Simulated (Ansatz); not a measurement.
# C4H7AlO: the cost of one run

Program: Ansatz 0.2.0, Gaussian basis. Level of theory: functionals in def2-TZVPP, the program's frozen cores in correlated methods. These are calculated values, not measurements.

The runs, in order: PBE-D4, r2SCAN-D4, PBE0-D4, B3LYP-D4, ωB97X-V, ωB97M-V, B2PLYP; CCSD(T)/def2-TZVPP; MP2/def2-QZVPP; extrapolation to the limit.

## (1) Structure used throughout

The geometry comes from an earlier relaxation with PBE0-D4 in a triple-zeta def2 set; it is a stationary point, not always the lowest conformer.

SMILES `C=C(C)[CH]1[O][AlH]1`, 13 atoms, charge 0, spin multiplicity 1.

Atoms are counted from 1 here; the program's logs count them from 0.

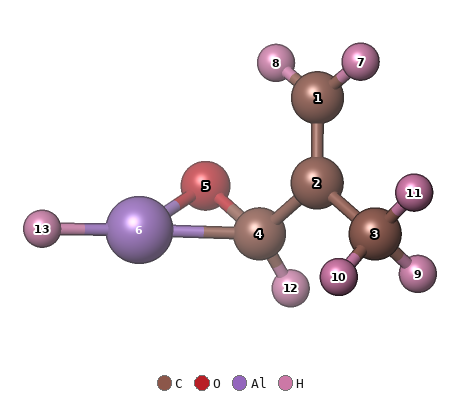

The structure; carbon brown, oxygen red, aluminium purple, hydrogen pink; atoms are numbered from 1 in the order of the file.

Coordinates:

| atom | x (Å) | y (Å) | z (Å) |
| --- | --- | --- | --- |
| C1 | -0.14648 | -0.94871 | -1.28837 |
| C2 | 0.03766 | -0.49195 | -0.04756 |
| C3 | 1.02609 | -1.09658 | 0.90000 |
| C4 | -0.71881 | 0.64871 | 0.49255 |
| O5 | -1.75555 | 1.20979 | -0.38326 |
| Al6 | -0.53191 | 2.39337 | -0.23030 |
| H7 | 0.42535 | -1.78927 | -1.66343 |
| H8 | -0.89330 | -0.50722 | -1.93682 |
| H9 | 0.51991 | -1.49946 | 1.78324 |
| H10 | 1.73785 | -0.34642 | 1.25886 |
| H11 | 1.58403 | -1.90520 | 0.42722 |
| H12 | -1.07553 | 0.48803 | 1.51231 |
| H13 | -0.18890 | 3.81001 | -0.80954 |

## (2) PBE-D4 (GGA)

Contents of in.yaml:

```yaml
crystal:
  periodic: [false, false, false]
  atoms:
    - {symbol: C, position_ang: [-0.146483, -0.948711, -1.288374]}
    - {symbol: C, position_ang: [0.037664, -0.491946, -0.047562]}
    - {symbol: C, position_ang: [1.026094, -1.096578, 0.900000]}
    - {symbol: C, position_ang: [-0.718809, 0.648708, 0.492553]}
    - {symbol: O, position_ang: [-1.755552, 1.209786, -0.383262]}
    - {symbol: Al, position_ang: [-0.531911, 2.393366, -0.230302]}
    - {symbol: H, position_ang: [0.425355, -1.789266, -1.663426]}
    - {symbol: H, position_ang: [-0.893303, -0.507218, -1.936816]}
    - {symbol: H, position_ang: [0.519907, -1.499464, 1.783239]}
    - {symbol: H, position_ang: [1.737845, -0.346421, 1.258865]}
    - {symbol: H, position_ang: [1.584030, -1.905202, 0.427220]}
    - {symbol: H, position_ang: [-1.075534, 0.488033, 1.512310]}
    - {symbol: H, position_ang: [-0.188902, 3.810012, -0.809544]}
basis:
  gaussian: {orbitals: def2-TZVPP}
hamiltonian: {xc: pbe, dispersion: d4}
output: {forces: true, orbitals: {seedname: orbitals}}
```

On the command line:

```sh
$ ansatz run in.yaml --threads 4 --pin off --events-out ev --progress --plain --max-ram 10444MiB
```

Q: Estimate wall time and peak memory on 4 threads of Arm Neoverse V2, shared host.

About 3.6 s, with a peak of 0.43 GiB.
